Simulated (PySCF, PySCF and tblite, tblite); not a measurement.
# C₃H₇N: conformers and averaged spectra, part 1 of 2

Aim: find the conformers of C₃H₇N (`NC1CC1`), weigh them, and average their properties.

Computed with tblite 0.8.0 (tight binding) and PySCF 2.14.0 (DFT, with response routines of our own); each step states its level. Atoms count from 0 throughout.

## Step 1: The molecule as given

11 atoms, charge 0, multiplicity 1; geometry from: MMFF94s geometry.

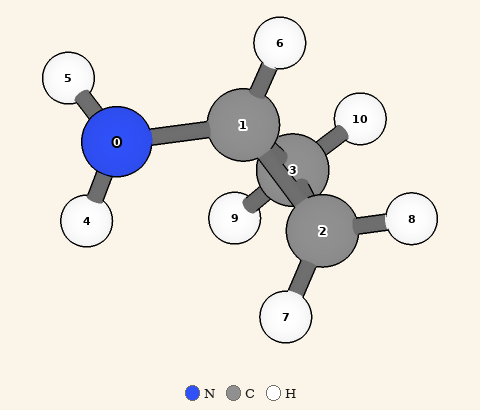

The starting geometry (nitrogen blue, carbon grey, hydrogen white), atoms numbered.

## Step 2: GFN2-xTB relaxation, conformer 1

Job settings and geometry (Å):

```
{"job": {"xc": "GFN2-xTB", "basis": "xTB", "kind": "relax"}, "charge": 0, "multiplicity": 1}
N      1.577600    -0.427700    -0.091300
C      0.292600     0.127300    -0.556000
C     -0.966900    -0.603700    -0.215200
C     -0.660900     0.715200     0.441800
H      1.477300    -0.879800     0.825300
H      2.251400     0.317100     0.032000
H      0.341600     0.604700    -1.526400
H     -0.917300    -1.500400     0.378800
H     -1.750200    -0.615800    -0.971100
H     -0.406800     0.687600     1.506800
H     -1.232900     1.578200     0.149400
```

On the command line:

```console
$ OMP_NUM_THREADS=1 python ens_run.py task.json out
```

This one command runs the whole study; its stages follow in the order run.

Output:

```text
step      E/eV     max force
  0    -350.16118    1.411
  1    -350.19399    0.531
  2    -350.20371    0.467
  3    -350.21294    0.214
  4    -350.21542    0.145
  5    -350.21730    0.153
  6    -350.21840    0.103
  7    -350.21912    0.066
  8    -350.21952    0.048
  9    -350.21984    0.048
 10    -350.22008    0.048
 11    -350.22028    0.052
 12    -350.22049    0.039
 13    -350.22049    0.039
 14    -350.22059    0.030
 15    -350.22076    0.025
 16    -350.22081    0.023
 17    -350.22097    0.025
 18    -350.22105    0.025
 19    -350.22114    0.029
 20    -350.22121    0.025
 21    -350.22128    0.022
 22    -350.22133    0.020
 23    -350.22137    0.024
 24    -350.22140    0.022
 25    -350.22142    0.012
 26    -350.22144    0.007
 27    -350.22144    0.005
 28    -350.22144    0.004
 29    -350.22144    0.004
 30    -350.22145    0.004
```

It took 0.08 s on 1 thread of AMD EPYC 7B13, shared host.

Relaxing gained 0.060 eV and moved the atoms by 0.04 Å on average (rms).

GFN2-xTB relaxation, conformer 2:

Job settings and geometry (Å):

```
{"job": {"xc": "GFN2-xTB", "basis": "xTB", "kind": "relax"}, "charge": 0, "multiplicity": 1}
N     -1.480600    -0.056000    -0.506300
C     -0.297500    -0.272400     0.286200
C      1.041600    -0.391600    -0.395500
C      0.711500     0.837800     0.410700
H     -2.222800     0.382900     0.059900
H     -1.879200    -0.938200    -0.838100
H     -0.435600    -0.900800     1.169700
H      1.068200    -0.273200    -1.472500
H      1.760900    -1.093700    -0.002100
H      0.522800     1.757100    -0.105000
H      1.216100     0.950800     1.367100
```

Output:

```text
step      E/eV     max force
  0    -350.15428    0.640
  1    -350.16543    0.217
  2    -350.16811    0.154
  3    -350.17276    0.188
  4    -350.17465    0.168
  5    -350.17664    0.116
  6    -350.17782    0.088
  7    -350.17906    0.093
  8    -350.18001    0.101
  9    -350.18084    0.084
 10    -350.18145    0.059
 11    -350.18186    0.060
 12    -350.18218    0.044
 13    -350.18244    0.042
 14    -350.18262    0.037
 15    -350.18262    0.037
 16    -350.18268    0.029
 17    -350.18277    0.021
 18    -350.18280    0.020
 19    -350.18284    0.017
 20    -350.18287    0.012
 21    -350.18289    0.012
 22    -350.18291    0.010
 23    -350.18292    0.009
 24    -350.18293    0.007
 25    -350.18293    0.007
 26    -350.18294    0.005
 27    -350.18294    0.005
 28    -350.18294    0.004
 29    -350.18294    0.004
```

It took 0.11 s on 1 thread of AMD EPYC 7B13, shared host.

Gain 0.029 eV; displacement 0.04 Å root mean square.

## Step 3: DFT optimisation, start 1: PBE0-D3(BJ)/def2-SVP

Job settings and geometry (Å):

```
{"job": {"kind": "geom", "xc": "PBE0", "basis": "def2-SVP", "d3": "d3bj", "grid": 1, "maxiter": 40}, "charge": 0, "multiplicity": 1}
N      1.560984    -0.424486    -0.108340
C      0.305324     0.128292    -0.519997
C     -0.964309    -0.596505    -0.213329
C     -0.682698     0.723323     0.451348
H      1.464240    -0.906206     0.779088
H      2.256658     0.306438     0.002215
H      0.389856     0.602836    -1.491024
H     -0.902579    -1.488784     0.391459
H     -1.731171    -0.640105    -0.970803
H     -0.434361     0.711823     1.502937
H     -1.256518     1.586045     0.150482
```

Output:

```text
step      E/eV     max force
  0     -4705.28230   0.6484
  1     -4705.30682   0.6261
  2     -4705.30293   0.3398
  3     -4705.31286   0.0741
  4     -4705.31335   0.0299
  5     -4705.31383   0.0465
  6     -4705.31393   0.0206
```

Run time: 14 s. Hardware: 1 thread of AMD EPYC 7B13, shared host; peak memory 0.37 GiB.

The energy fell by 0.032 eV, and the atoms moved 0.06 Å (root mean square).

## Step 4: DFT optimisation, start 2: PBE0-D3(BJ)/def2-SVP

Job settings and geometry (Å):

```
{"job": {"kind": "geom", "xc": "PBE0", "basis": "def2-SVP", "d3": "d3bj", "grid": 1, "maxiter": 40}, "charge": 0, "multiplicity": 1}
N     -1.453054    -0.048879    -0.500304
C     -0.293857    -0.288933     0.312041
C      1.024141    -0.390586    -0.394194
C      0.703126     0.824668     0.422406
H     -2.180934     0.412958     0.034779
H     -1.829557    -0.919293    -0.860944
H     -0.428014    -0.918420     1.195782
H      1.013227    -0.285005    -1.467076
H      1.757631    -1.088946    -0.021200
H      0.479044     1.735359    -0.109408
H      1.213671     0.969748     1.362153
```

Output:

```text
step      E/eV     max force
  0     -4705.39044   0.5809
  1     -4705.41211   0.1316
  2     -4705.41248   0.0127
```

Run time: 5.7 s. Hardware: 1 thread of AMD EPYC 7B13, shared host; peak memory 0.37 GiB.

Gain 0.022 eV; displacement 0.01 Å root mean square.

## Step 5: Shieldings, conformer 1: PBE0/pcSseg-1 in chloroform

Job settings and geometry (Å):

```
{"job": {"xc": "PBE0", "basis": "pcSseg-1", "solvent": "chloroform", "kind": "nmr", "pop": true}, "charge": 0, "multiplicity": 1}
N      1.570167    -0.413442    -0.128215
C      0.310204     0.136640    -0.525448
C     -0.950708    -0.592484    -0.203264
C     -0.677934     0.742603     0.440020
H      1.461550    -1.004532     0.693399
H      2.216908     0.329919     0.131052
H      0.348432     0.601281    -1.518048
H     -0.868993    -1.485638     0.424758
H     -1.730692    -0.662489    -0.965881
H     -0.402801     0.743924     1.499383
H     -1.270707     1.606889     0.126278
```

Output:

```text
coarse grid: 8664 points
cycle   1  E = -172.9639536795  dE =  4.532e-01  |g| = 3.642e-01  |ddm| = 2.770e+00
cycle   2  E = -172.9598398741  dE =  4.114e-03  |g| = 4.049e-01  |ddm| = 6.313e-01
cycle   3  E = -172.9975181732  dE = -3.768e-02  |g| = 2.696e-02  |ddm| = 3.236e-01
cycle   4  E = -172.9976305297  dE = -1.124e-04  |g| = 1.169e-02  |ddm| = 2.791e-02
cycle   5  E = -172.9976562437  dE = -2.571e-05  |g| = 4.821e-03  |ddm| = 1.210e-02
cycle   6  E = -172.9976614903  dE = -5.247e-06  |g| = 3.317e-04  |ddm| = 3.889e-03
final grid: 82224 points
cycle   7  E = -173.0186487737  dE = -2.451e-05  |g| = 7.116e-03  |ddm| = 2.349e-02
cycle   8  E = -173.0186444792  dE =  4.294e-06  |g| = 8.423e-03  |ddm| = 1.288e-02
cycle   9  E = -173.0186613474  dE = -1.687e-05  |g| = 2.511e-04  |ddm| = 6.737e-03
cycle  10  E = -173.0186613558  dE = -8.443e-09  |g| = 1.697e-04  |ddm| = 3.140e-04
cycle  11  E = -173.0186613625  dE = -6.625e-09  |g| = 2.345e-05  |ddm| = 1.472e-04
cycle  12  E = -173.0186613626  dE = -1.107e-10  |g| = 6.923e-06  |ddm| = 2.220e-05
converged SCF energy = -173.0186613626

GIAO shielding tensors (ppm)
atom      isotropic    diamagn.    paramagn.     s11        s22        s33       span
  0 N      223.297     315.626     -92.329    178.160    236.070    255.661     77.502
  1 C      157.767     246.517     -88.750    120.393    141.738    211.170     90.778
  2 C      176.766     251.413     -74.647    146.710    171.789    211.797     65.087
  3 C      174.347     252.479     -78.132    138.866    170.785    213.389     74.523
  4 H       31.522      31.943      -0.421     24.267     29.886     40.413     16.146
  5 H       30.346      30.701      -0.354     22.959     27.515     40.565     17.606
  6 H       29.212      29.939      -0.726     22.290     27.614     37.733     15.442
  7 H       31.049      30.758       0.291     25.836     28.464     38.846     13.011
  8 H       30.615      29.966       0.649     24.984     26.372     40.488     15.504
  9 H       31.385      31.096       0.289     25.982     28.893     39.279     13.297
 10 H       30.833      30.459       0.374     25.175     26.754     40.570     15.395
```

Wall time 5.8 s (1 thread of AMD EPYC 7B13, shared host); peak memory 0.52 GiB.

This run: HOMO -6.50 eV, LUMO 1.79 eV; dipole 1.44 D.

## Step 6: Single-point energy, conformer 1: PBE0/def2-TZVP in chloroform

Changed since step 5:

```diff
@@ -1,2 +1,2 @@
-{"job": {"xc": "PBE0", "basis": "pcSseg-1", "solvent": "chloroform", "kind": "nmr", "pop": true}, "charge": 0, "multiplicity": 1}
+{"job": {"xc": "PBE0", "basis": "def2-TZVP", "solvent": "chloroform", "kind": "sp"}, "charge": 0, "multiplicity": 1}
 N      1.570167    -0.413442    -0.128215
```

Output:

```text
coarse grid: 8664 points
cycle   1  E = -173.0804109964  dE =  4.422e-01  |g| = 3.817e-01  |ddm| = 2.235e+00
cycle   2  E = -173.0714815868  dE =  8.929e-03  |g| = 4.457e-01  |ddm| = 7.151e-01
cycle   3  E = -173.1170599101  dE = -4.558e-02  |g| = 3.018e-02  |ddm| = 3.912e-01
cycle   4  E = -173.1171835473  dE = -1.236e-04  |g| = 1.713e-02  |ddm| = 3.685e-02
cycle   5  E = -173.1172440556  dE = -6.051e-05  |g| = 4.880e-03  |ddm| = 1.378e-02
cycle   6  E = -173.1172494190  dE = -5.363e-06  |g| = 5.030e-04  |ddm| = 3.685e-03
final grid: 82224 points
cycle   7  E = -173.1052469401  dE = -4.908e-05  |g| = 7.365e-03  |ddm| = 4.809e-02
cycle   8  E = -173.1052416658  dE =  5.274e-06  |g| = 8.787e-03  |ddm| = 1.290e-02
cycle   9  E = -173.1052598492  dE = -1.818e-05  |g| = 3.526e-04  |ddm| = 7.123e-03
cycle  10  E = -173.1052598642  dE = -1.507e-08  |g| = 2.426e-04  |ddm| = 4.505e-04
cycle  11  E = -173.1052598775  dE = -1.326e-08  |g| = 3.527e-05  |ddm| = 1.755e-04
cycle  12  E = -173.1052598777  dE = -2.614e-10  |g| = 9.485e-06  |ddm| = 4.130e-05
converged SCF energy = -173.1052598777
```

It took 3.9 s on 1 thread of AMD EPYC 7B13, shared host; peak memory 0.75 GiB.

Key values: HOMO -6.54 eV, LUMO 1.58 eV; dipole 1.46 D.

## Step 7: Shieldings, conformer 2: PBE0/pcSseg-1 in chloroform

Job settings and geometry (Å):

```
{"job": {"xc": "PBE0", "basis": "pcSseg-1", "solvent": "chloroform", "kind": "nmr", "pop": false}, "charge": 0, "multiplicity": 1}
N     -1.448127    -0.042893    -0.507735
C     -0.298033    -0.285642     0.305912
C      1.024458    -0.391776    -0.393010
C      0.703517     0.824223     0.424200
H     -2.183187     0.409807     0.031843
H     -1.832841    -0.917501    -0.859249
H     -0.409504    -0.917397     1.202074
H      1.003913    -0.282462    -1.480278
H      1.761295    -1.103285    -0.011095
H      0.469183     1.743435    -0.118618
H      1.214748     0.966162     1.379991
```

Output:

```text
coarse grid: 8664 points
cycle   1  E = -172.9658769654  dE =  4.602e-01  |g| = 3.703e-01  |ddm| = 2.772e+00
cycle   2  E = -172.9579400805  dE =  7.937e-03  |g| = 4.298e-01  |ddm| = 6.728e-01
cycle   3  E = -173.0005262478  dE = -4.259e-02  |g| = 2.352e-02  |ddm| = 3.613e-01
cycle   4  E = -173.0006003626  dE = -7.411e-05  |g| = 1.243e-02  |ddm| = 2.486e-02
cycle   5  E = -173.0006315711  dE = -3.121e-05  |g| = 3.980e-03  |ddm| = 1.232e-02
cycle   6  E = -173.0006351065  dE = -3.535e-06  |g| = 1.706e-04  |ddm| = 3.039e-03
final grid: 82224 points
cycle   7  E = -173.0215462240  dE = -2.318e-05  |g| = 7.180e-03  |ddm| = 2.204e-02
cycle   8  E = -173.0215412520  dE =  4.972e-06  |g| = 8.662e-03  |ddm| = 1.307e-02
cycle   9  E = -173.0215589525  dE = -1.770e-05  |g| = 2.830e-04  |ddm| = 6.911e-03
cycle  10  E = -173.0215589643  dE = -1.186e-08  |g| = 1.741e-04  |ddm| = 3.595e-04
cycle  11  E = -173.0215589710  dE = -6.637e-09  |g| = 2.524e-05  |ddm| = 1.465e-04
cycle  12  E = -173.0215589711  dE = -1.327e-10  |g| = 3.561e-06  |ddm| = 2.474e-05
converged SCF energy = -173.0215589711

GIAO shielding tensors (ppm)
atom      isotropic    diamagn.    paramagn.     s11        s22        s33       span
  0 N      222.415     313.948     -91.533    192.895    219.362    254.987     62.092
  1 C      160.001     247.037     -87.035    132.337    134.780    212.887     80.550
  2 C      175.364     251.030     -75.667    143.082    172.336    210.673     67.591
  3 C      175.373     251.022     -75.650    143.113    172.330    210.675     67.562
  4 H       30.113      30.270      -0.157     22.542     27.192     40.606     18.064
  5 H       30.113      30.266      -0.153     22.541     27.192     40.604     18.063
  6 H       29.064      30.529      -1.465     21.475     27.719     37.998     16.523
  7 H       31.016      30.163       0.854     25.661     28.166     39.223     13.562
  8 H       30.812      30.101       0.711     25.228     26.513     40.695     15.468
  9 H       31.016      30.162       0.854     25.660     28.164     39.222     13.562
 10 H       30.813      30.100       0.712     25.227     26.513     40.697     15.470
```

Wall time 4.4 s (1 thread of AMD EPYC 7B13, shared host); peak memory 0.54 GiB.

In short: HOMO -6.90 eV, LUMO 1.75 eV; dipole 1.65 D.

## Step 8: Single-point energy, conformer 2: PBE0/def2-TZVP in chloroform

Changed since step 7:

```diff
@@ -1,2 +1,2 @@
-{"job": {"xc": "PBE0", "basis": "pcSseg-1", "solvent": "chloroform", "kind": "nmr", "pop": false}, "charge": 0, "multiplicity": 1}
+{"job": {"xc": "PBE0", "basis": "def2-TZVP", "solvent": "chloroform", "kind": "sp"}, "charge": 0, "multiplicity": 1}
 N     -1.448127    -0.042893    -0.507735
```

Output:

```text
coarse grid: 8664 points
cycle   1  E = -173.0817171822  dE =  4.497e-01  |g| = 3.888e-01  |ddm| = 2.282e+00
cycle   2  E = -173.0679443776  dE =  1.377e-02  |g| = 4.740e-01  |ddm| = 1.018e+00
cycle   3  E = -173.1196942601  dE = -5.175e-02  |g| = 2.690e-02  |ddm| = 6.541e-01
cycle   4  E = -173.1197715401  dE = -7.728e-05  |g| = 1.806e-02  |ddm| = 3.010e-02
cycle   5  E = -173.1198413257  dE = -6.979e-05  |g| = 3.698e-03  |ddm| = 2.010e-02
cycle   6  E = -173.1198443703  dE = -3.045e-06  |g| = 2.853e-04  |ddm| = 3.022e-03
final grid: 82224 points
cycle   7  E = -173.1078241613  dE = -4.637e-05  |g| = 7.331e-03  |ddm| = 4.439e-02
cycle   8  E = -173.1078182686  dE =  5.893e-06  |g| = 8.920e-03  |ddm| = 1.569e-02
cycle   9  E = -173.1078368406  dE = -1.857e-05  |g| = 4.053e-04  |ddm| = 8.791e-03
cycle  10  E = -173.1078368635  dE = -2.292e-08  |g| = 2.442e-04  |ddm| = 7.041e-04
cycle  11  E = -173.1078368765  dE = -1.292e-08  |g| = 3.958e-05  |ddm| = 2.245e-04
cycle  12  E = -173.1078368768  dE = -3.425e-10  |g| = 5.612e-06  |ddm| = 4.011e-05
converged SCF energy = -173.1078368768
```

It took 3.8 s on 1 thread of AMD EPYC 7B13, shared host; peak memory 0.75 GiB.

This run: HOMO -6.94 eV, LUMO 1.51 eV; dipole 1.61 D.

## Step 9: Couplings, conformer 1: B3LYP/pcJ-1

Job settings and geometry (Å):

```
{"job": {"xc": "B3LYP", "basis": "pcJ-1", "kind": "j"}, "charge": 0, "multiplicity": 1}
N      1.570167    -0.413442    -0.128215
C      0.310204     0.136640    -0.525448
C     -0.950708    -0.592484    -0.203264
C     -0.677934     0.742603     0.440020
H      1.461550    -1.004532     0.693399
H      2.216908     0.329919     0.131052
H      0.348432     0.601281    -1.518048
H     -0.868993    -1.485638     0.424758
H     -1.730692    -0.662489    -0.965881
H     -0.402801     0.743924     1.499383
H     -1.270707     1.606889     0.126278
```

Output:

```text
coarse grid: 8664 points
cycle   1  E = -173.1781815542  dE =  4.125e-01  |g| = 4.398e-01  |ddm| = 2.479e+00
cycle   2  E = -173.1564415845  dE =  2.174e-02  |g| = 5.482e-01  |ddm| = 8.301e-01
cycle   3  E = -173.2254402087  dE = -6.900e-02  |g| = 3.956e-02  |ddm| = 4.609e-01
cycle   4  E = -173.2256293129  dE = -1.891e-04  |g| = 2.256e-02  |ddm| = 4.734e-02
cycle   5  E = -173.2257333989  dE = -1.041e-04  |g| = 6.679e-03  |ddm| = 2.155e-02
cycle   6  E = -173.2257431359  dE = -9.737e-06  |g| = 7.279e-04  |ddm| = 6.005e-03
final grid: 82224 points
cycle   7  E = -173.2562004049  dE = -7.100e-05  |g| = 5.521e-03  |ddm| = 1.919e-02
cycle   8  E = -173.2561960246  dE =  4.380e-06  |g| = 6.999e-03  |ddm| = 1.025e-02
cycle   9  E = -173.2562076843  dE = -1.166e-05  |g| = 2.660e-04  |ddm| = 5.732e-03
cycle  10  E = -173.2562076842  dE =  1.318e-10  |g| = 2.499e-04  |ddm| = 3.910e-04
cycle  11  E = -173.2562076983  dE = -1.409e-08  |g| = 2.903e-05  |ddm| = 2.035e-04
cycle  12  E = -173.2562076984  dE = -1.688e-10  |g| = 8.715e-06  |ddm| = 3.110e-05
converged SCF energy = -173.2562076984

Indirect spin-spin couplings (Hz)
  i      j    bonds     total        FC       PSO       DSO        SD
  0 N    1 C    1     -5.152    -4.875     0.346    -0.084    -0.539
  0 N    2 C    2     -0.855    -0.992     0.095     0.017     0.025
  0 N    3 C    2      0.879     0.629     0.209     0.024     0.018
  0 N    4 H    1    -66.631   -63.233    -2.931    -0.262    -0.205
  0 N    5 H    1    -64.792   -61.509    -2.866    -0.242    -0.175
  0 N    6 H    2     -9.048    -9.001    -0.163     0.115     0.001
  0 N    7 H    3     -2.339    -2.299    -0.088     0.010     0.038
  0 N    8 H    3     -2.208    -2.241    -0.148     0.187    -0.007
  0 N    9 H    3     -2.012    -2.065    -0.023     0.037     0.038
  0 N   10 H    3      0.346     0.295    -0.132     0.201    -0.017
  1 C    2 C    1     18.672    19.658    -1.191     0.205         -
  1 C    3 C    1     12.812    13.702    -1.092     0.202         -
  1 C    4 H    2     -4.155    -4.223     0.419    -0.351         -
  1 C    5 H    2     -2.885    -2.803     0.256    -0.338         -
  1 C    6 H    1    177.456   176.123     0.276     1.057         -
  1 C    7 H    2     -3.301    -3.377     0.352    -0.276         -
  1 C    8 H    2     -1.119    -1.177     0.351    -0.293         -
  1 C    9 H    2     -2.836    -2.931     0.357    -0.262         -
  1 C   10 H    2     -0.618    -0.710     0.380    -0.288         -
  2 C    3 C    1     13.574    13.800    -0.390     0.164         -
  2 C    4 H    3      3.780     3.771    -0.039     0.048         -
  2 C    5 H    3      9.860     9.938     0.522    -0.599         -
  2 C    6 H    2     -1.658    -1.657     0.307    -0.308         -
  2 C    7 H    1    163.945   162.282     0.850     0.813         -
  2 C    8 H    1    169.517   167.961     0.783     0.774         -
  2 C    9 H    2     -1.810    -1.963     0.499    -0.346         -
  2 C   10 H    2     -2.512    -2.701     0.562    -0.373         -
  3 C    4 H    3      0.413     0.448     0.060    -0.094         -
  3 C    5 H    3      2.166     2.214     0.148    -0.196         -
  3 C    6 H    2      2.748     2.752     0.301    -0.305         -
  3 C    7 H    2     -1.988    -2.136     0.500    -0.352         -
  3 C    8 H    2     -2.682    -2.884     0.583    -0.381         -
  3 C    9 H    1    165.320   163.647     0.875     0.797         -
  3 C   10 H    1    167.311   165.701     0.848     0.763         -
  4 H    5 H    2     -9.991   -10.684     4.933    -4.240         -
  4 H    6 H    3     15.675    15.794     3.582    -3.702         -
  4 H    7 H    4     -0.416    -0.523    -1.706     1.813         -
  4 H    8 H    4     -0.387    -0.285     1.643    -1.745         -
  4 H    9 H    4     -0.313    -0.271    -0.929     0.888         -
  4 H   10 H    4     -0.441    -0.302     1.825    -1.965         -
  5 H    6 H    3      0.494     0.669     1.155    -1.330         -
  5 H    7 H    4     -0.879    -0.748     1.841    -1.973         -
  5 H    8 H    4      1.106     1.223     2.142    -2.259         -
  5 H    9 H    4     -0.309    -0.151    -0.074    -0.083         -
  5 H   10 H    4     -0.210    -0.076     1.129    -1.263         -
  6 H    7 H    3      4.396     4.489     2.728    -2.821         -
  6 H    8 H    3      9.410     9.486     0.187    -0.263         -
  6 H    9 H    3      4.416     4.497     2.714    -2.795         -
  6 H   10 H    3      6.736     6.798     0.228    -0.290         -
  7 H    8 H    2     -6.589    -6.752     3.064    -2.901         -
  7 H    9 H    3     11.508    11.551     0.286    -0.329         -
  7 H   10 H    3      6.887     6.933     2.718    -2.764         -
  8 H    9 H    3      6.863     6.900     2.744    -2.782         -
  8 H   10 H    3     10.878    10.930     0.473    -0.524         -
  9 H   10 H    2     -5.439    -5.619     3.148    -2.968         -
```

It took 9.2 s on 1 thread of AMD EPYC 7B13, shared host; peak memory 0.8 GiB.

Key values: HOMO -6.20 eV, LUMO 1.30 eV; dipole 1.23 D.

(Continued in part 2 of 2.)
